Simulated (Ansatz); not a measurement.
Fields on a plane of ZrGeS (space group P4/nmm)

```
ZrGeS
1.0
    3.57543     0.00000     0.00000
    0.00000     3.57543     0.00000
    0.00000     0.00000     7.93433
Zr Ge S
2 2 2
Direct
  0.00000   0.50000   0.72348
  0.50000   0.00000   0.27652
  0.50000   0.50000   0.00000
  0.00000   0.00000   0.00000
  0.00000   0.50000   0.37984
  0.50000   0.00000   0.62016
```

The slice is a (0 -1 1) plane (indices of the conventional cell) through the point (0.000, 0.500, 0.724) (fractional), spanned by u = [100] and v = [011] in vectors of this cell: u (3.58 Å) and v (8.70 Å, at 90° to u). It covers one period; positions are fractions (u, v).

Atoms on it: Zr at (0.00, 0.00); Zr at (0.50, 0.54), 0.2 Å off the plane. Other atoms lie within 1 Å of the plane.

Computed with LDA (plane waves to 420 eV, PAW, scalar-relativistic; Ansatz, an electronic-structure program). k mesh 13×13×6. These are valence fields of a PAW run, semicore shells included where kept as valence: close to a nucleus they are smooth pseudo fields. ZrGeS is run without spin polarisation. ZrGeS was relaxed with its symmetry unable to fall.

```
v \ u  0.00  0.17  0.33  0.50  0.67  0.83
-----  ----  ----  ----  ----  ----  ----
0.93      x     x   5.0   9.2   5.0     x
0.86    3.0   5.8   8.8   9.1   8.8   5.8
0.79    8.5   9.6  10.1   9.6  10.1   9.6
0.71    6.4   8.3   8.4   7.4   8.4   8.3
0.64    8.3   6.6  <2.0     x  <2.0   6.6
0.57    8.9   2.5     x     x     x   2.5
0.50    9.3   3.7     x     x     x   3.7
0.43    7.0   6.8  <2.0  <2.0  <2.0   6.8
0.36      x  <2.0   7.5   7.4   7.5  <2.0
0.29      x     x   4.3  <2.0   4.3     x
0.21    4.4   6.3   3.1     x   3.1   6.3
0.14    2.9   5.6   7.2   6.1   7.2   5.6
0.07      x     x   5.3   9.5   5.3     x
0.00      x     x  <2.0   8.8  <2.0     x
```

Values: electrostatic potential energy of an electron, from the cell's mean, in eV. Points within 1 Å of a nucleus are blanked (x), as the pseudised field means little there. Values under 2 eV are set to 2. The zero, the cell's mean, hangs on the PAW cores.

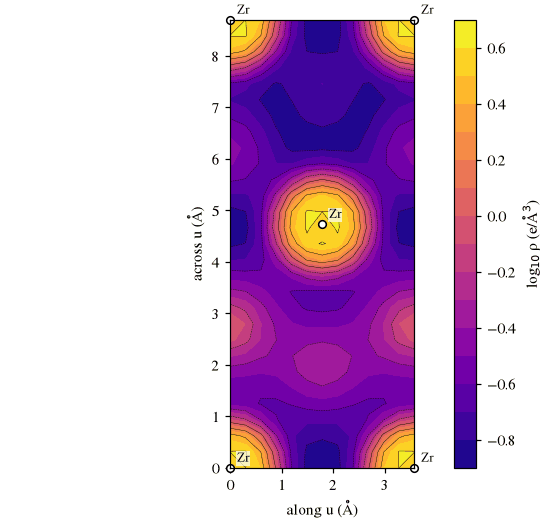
Figure: Log₁₀ of the valence density in e/Å³, one period of the plane, atoms marked. The scale is logarithmic, as a density can span decades between atoms and voids.
